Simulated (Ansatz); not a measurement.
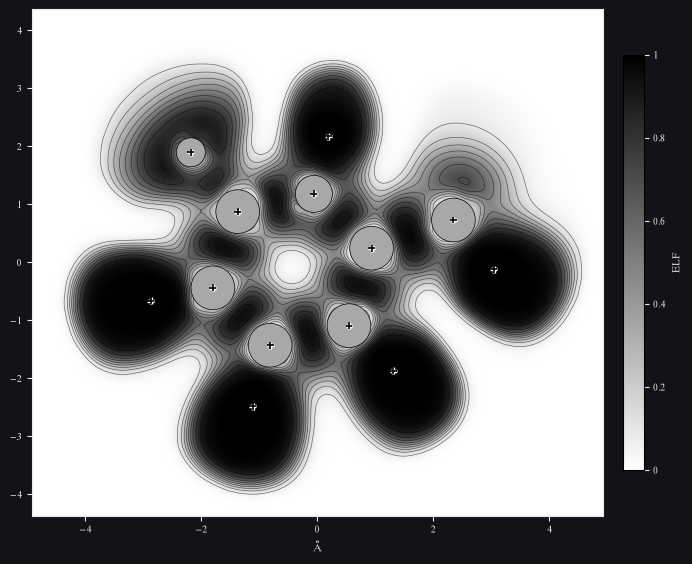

The electron localisation function on a plane through atoms (crosses mark nuclei in the plane; grey discs cover the cores).

All numbers below come from isolated molecule in a Gaussian basis; Kohn-Sham density functional theory, functional PBE0 in Ansatz 0.2.0.

Candidates:
A. C6H7FN (SMILES Cc1cccc(F)[nH+]1) (charge +1)
B. C4H5NO2S2 (SMILES CS(=O)(=O)c1nccs1)
C. C5H5BrClF (SMILES F[C@]1(Br)C=C(Cl)CC1)

**Which candidate gave the map?**

Candidate A: C6H7FN on the plane of atoms C4, C5 and C6, which holds C, F, N and H. C–F (1.30 Å): the ELF peaks at about 0.85 between the atoms: a polar covalent bond. C–N (1.35 Å): the ELF peaks at about 0.95 between the atoms (localised, covalent bonding).
